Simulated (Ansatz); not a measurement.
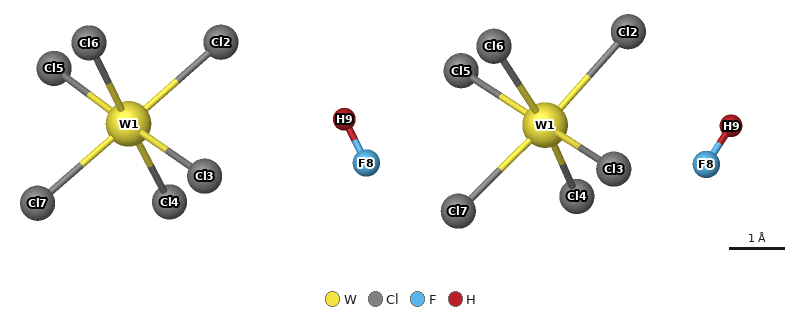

Two geometries of WHCl$_{6}$F, drawn at one scale. One is the start of a relaxation, the other its converged end. A ball-and-stick model, seen at a tilt.

Level of theory: Ansatz, RHF/def2-SVP. Set-up: no spin polarisation; force threshold 0.03 eV/Å; at most 50 steps.

**Which one is relaxed?**

The left one is the relaxed one. The run prepares an end point of a later path (reaction) calculation, from a guessed geometry. After 13 accepted moves (17 points after the start) the energy has fallen by 13.1 kcal/mol. The largest force component goes from 0.87 to 0.0049 eV/Å. The line search rejected the trial steps at points 5, 10, 12, 15 of the run. The forces were under the threshold at step 11, but the run went on from there. The atom that moves furthest after the best rigid fit is F8 (1.14 Å). By element the largest moves are F 1.14 Å, Cl 0.41 Å, W 0.31 Å, H 0.27 Å. Some distances before and after: W1–F8 3.087 → 4.503 Å, W1–Cl5 2.335 → 2.301 Å, W1–Cl2 2.370 → 2.339 Å, W1–Cl3 2.270 → 2.292 Å. Among the angles between lasting bonds that change: Cl3–W1–Cl4 103.5° → 90.6°, Cl3–W1–Cl5 169.4° → 178.4°, Cl5–W1–Cl6 83.1° → 89.5°.

Limits of the set-up: the start holds two separate molecules, 2.6 Å apart at their closest, whose relative position is a soft coordinate and is computed without a dispersion correction; Hartree-Fock leaves out electron correlation.
